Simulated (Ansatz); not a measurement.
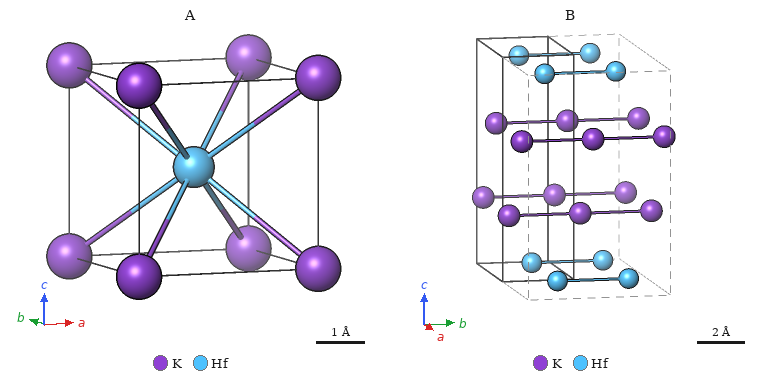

Two structures of KHf, each relaxed to rest (conventional cells in solid outline, small ones repeated, not to one scale). Method: DFT PBE, scalar-relativistic, plane waves, PAW (Ansatz), without spin polarisation.

> Describe A and B.

A: caesium chloride (CsCl, B2) type, Pm-3m. B: 4 atoms a cell on a primitive orthorhombic lattice, Pmma.

> Which is the more stable form at this level of theory?

B is lower, by 748 meV/atom at this level of theory (energies at zero smearing). Volumes: A 32.2, B 38.4 Å³/atom.

One or both may be structure types tried for this composition rather than known phases.
